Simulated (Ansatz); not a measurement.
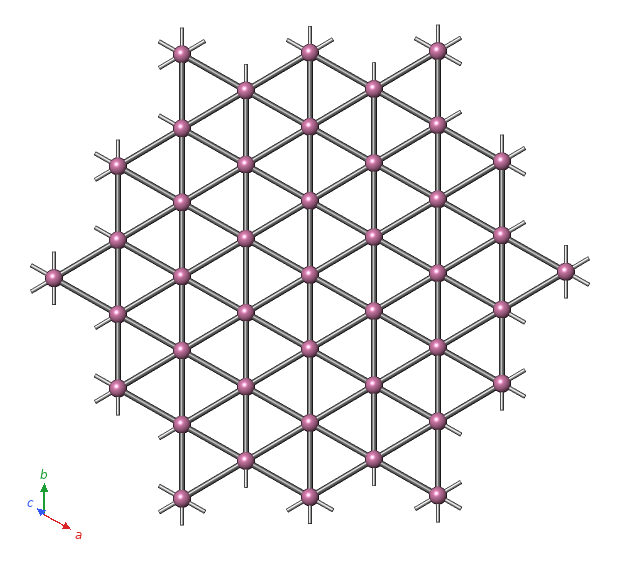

A cut-out of a periodic net derived from a crystal structure. Nodes are coloured by topological kind. One layer is drawn. Short stubs are edges that leave the cut-out.

> Classify the net: periodicity, connectivity, name.

A uninodal 6-connected, two-periodic (layers) net. It is the hxl net, known from the triangular lattice.

> Give point symbol and coordination sequence.

3^6.4^6.5^3, sequence 6, 12, 18, 24, 30, 36.

Origin of the net. KOs (space group P-6m2, No. 187). Coordinates: the geometry relaxed with DFT PBE, scalar-relativistic, plane waves, PAW in Ansatz 0.2.0; the starting structure was generated, so it need not be a known form of this composition. Bonds are taken as Os–Os below 3.1 Å; K is left out of the net, as the electropositive filling of the structure. Simplification: prune 0- and 1-connected atoms, fold 2-connected ones into links. Os is a 6-connected node.
